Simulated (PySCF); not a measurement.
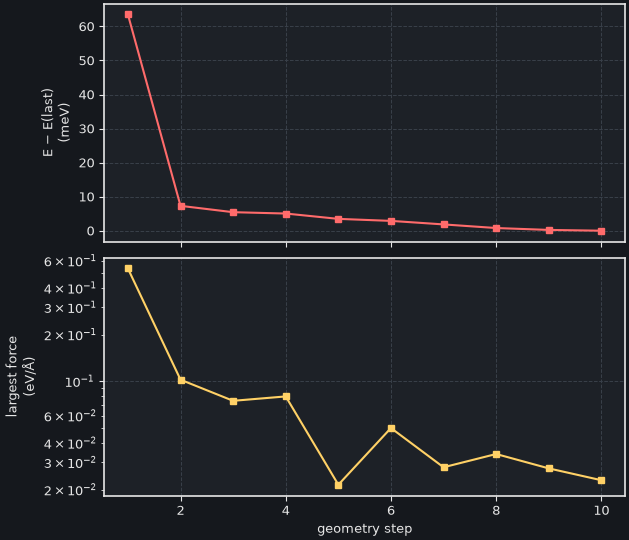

History of a geometry optimisation.

C₇H₇NS (SMILES CC(=S)c1cccnc1); PySCF, PBE0-D3(BJ)/def2-SVP, geometry optimisation.

Question: How did it end, and what did it gain?

Answer: The optimisation met its thresholds at geometry 10, counting the start as the first. The energy fell by about 64 meV from the first step to the last. The largest force goes from about 0.53 eV/Å at the start to 0.023 eV/Å at the end.
